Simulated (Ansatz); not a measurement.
**Computed against measured: dipole moment**

6 molecules with halogens; the dipole moment in D, computed less measured. Shapes, held fixed at every level: PBE0-D4/def2-TZVP. No vibrational averaging. Dipoles are compared by magnitude; molecules under 1 D, whose direction can flip, are left out. Programs: Ansatz 0.2.0. Measured values: NIST CCCBDB.

Levels: A = r2SCAN-D4/def2-TZVPP; B = B3LYP-D4/def2-TZVPP; C = wB97M-V/def2-TZVPP.

| molecule | measured | A | B | C |
| --- | --- | --- | --- | --- |
| HOF (hypofluorous acid) | 2.23 | -0.30 | -0.27 | -0.27 |
| CHFO (SMILES O=CF) | 2.02 | +0.02 | +0.07 | +0.09 |
| PF3 (phosphorus trifluoride) | 1.03 | -0.18 | +0.02 | +0.04 |
| C2H3ClF2 (1-chloro-1,1-difluoroethane) | 2.14 | +0.03 | +0.01 | +0.01 |
| C2H5Br (bromoethane) | 2.03 | +0.18 | +0.10 | +0.10 |
| C3H7Cl (2-chloropropane) | 2.17 | +0.01 | -0.05 | -0.05 |

Q: Which level does best on this set, which worst, and which err to one side?

A: 
| level | kind | mean error | mean absolute error | worst case |
| --- | --- | --- | --- | --- |
| r2SCAN-D4/def2-TZVPP | meta-GGA | -0.040 | 0.120 | HOF |
| B3LYP-D4/def2-TZVPP | global hybrid | -0.020 | 0.087 | HOF |
| wB97M-V/def2-TZVPP | range-separated hybrid | -0.013 | 0.093 | HOF |

On this set B3LYP-D4/def2-TZVPP has the smallest mean absolute error and r2SCAN-D4/def2-TZVPP the largest. r2SCAN-D4/def2-TZVPP is too high in 4 of 6; B3LYP-D4/def2-TZVPP is too high in 4 of 6; wB97M-V/def2-TZVPP is too high in 4 of 6. All levels miss HOF on one side, which points to its shape or to the tabulated value. The tabulated value of HOF is in doubt (older tables, estimates, or at odds with other calculations) and kept here. Over the 5 molecules whose values aren't doubted the mean absolute errors are A 0.084; B 0.050; C 0.058. The smallest two are near a tie. The largest two are near a tie. Relativity is left out for Br. The set is small.

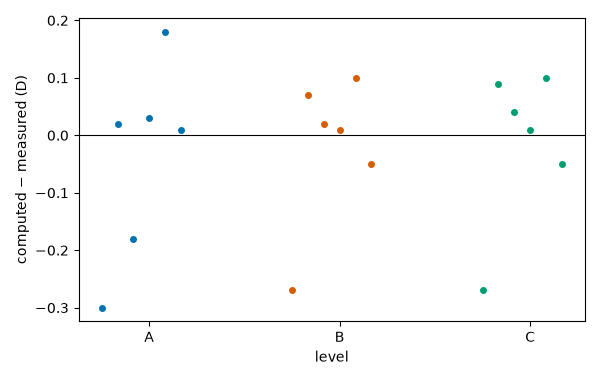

Errors of each level, one point a molecule.
